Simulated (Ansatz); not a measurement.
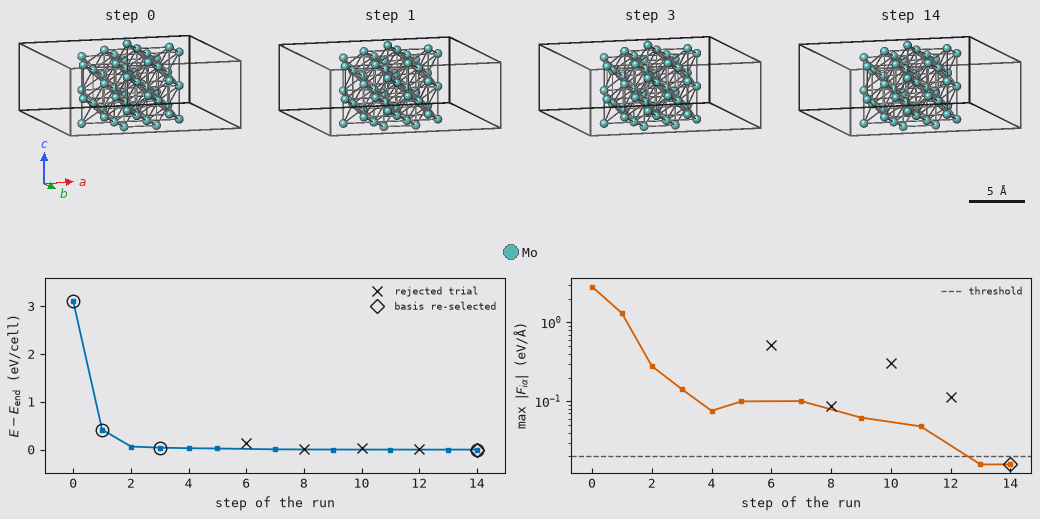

Frames of a relaxation of a wire of composition Mo, marked on the history of the run. Style: ball-and-stick. Shown: the 2 repeat of the cell, with the vacuum cut short (origin shifted), from a free direction.

Case: wire along [0 0 1], 19 atoms a period.

Method: DFT PBEsol, scalar-relativistic, plane waves, PAW (Ansatz). Settings: plane-wave cutoff 420 eV; k-point mesh 1 × 1 × 17; occupations gaussian; smearing width 0.05 eV; no spin polarisation; cell relaxed at fixed a, b, alpha, beta, gamma; force threshold 0.02 eV/Å; at most 45 steps.

> Describe the path.

The atom that moves furthest relative to the layer's centre is a Mo atom (0.41 Å). Along the periodic axis the drawn cell goes c 6.259 → 6.150 Å (−1.7 %). Some distances before and after: Mo–Mo 2.710 → 2.381 Å, Mo–Mo 3.129 → 2.872 Å, Mo–Mo 3.129 → 2.892 Å, Mo–Mo 2.710 → 2.503 Å. Among the angles between lasting bonds that change: Mo–Mo–Mo 90.0° → 104.4°, Mo–Mo–Mo 70.5° → 80.5°, Mo–Mo–Mo 125.3° → 130.2°. After 9 accepted moves (14 points after the start) the energy has fallen by 3.099 eV per cell of the calculation. Largest force component: 2.8 eV/Å at the start, 0.016 eV/Å at the end. The line search rejected the trial steps at points 6, 8, 10, 12 of the run. At 1 point the geometry stayed and the basis and grid were re-selected for the new cell (energy shift of 0.9 meV per cell of the calculation at most each time). From step 0 to 1: a Mo atom moves most (0.19 Å), energy −2.681 eV per cell of the calculation. From step 1 to 3: a Mo atom moves most (0.20 Å), energy −0.379 eV per cell of the calculation. From step 3 to 14: a Mo atom moves most (0.08 Å), energy −39.7 meV per cell of the calculation.

```csv
step,"E − E(0), meV/atom","largest force component, eV/Å",note
0,0.00,2.8427,
1,-141.09,1.3060,
2,-159.73,0.2796,
3,-161.01,0.1428,
4,-161.58,0.0757,
5,-161.91,0.0997,
6,-155.45,0.5130,rejected
7,-162.83,0.1005,
8,-162.80,0.0869,rejected
9,-163.07,0.0621,
10,-161.22,0.3051,rejected
11,-163.11,0.0481,
12,-162.99,0.1133,rejected
13,-163.15,0.0158,
14,-163.10,0.0158,"same geometry, new basis"
```
